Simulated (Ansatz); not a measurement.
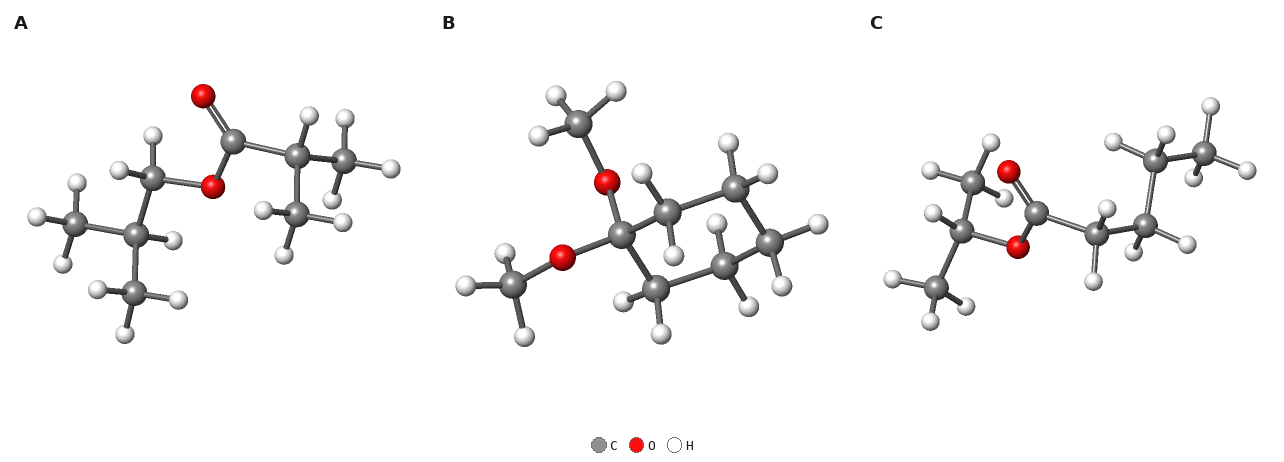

Simulated data, not a measurement (program: Ansatz).

### Match each picture to its SMILES.
(1) CCCCC(=O)OC(C)C
(2) COC1(OC)CCCCC1
(3) CC(C)COC(=O)C(C)C

A is (3), B is (2), C is (1).
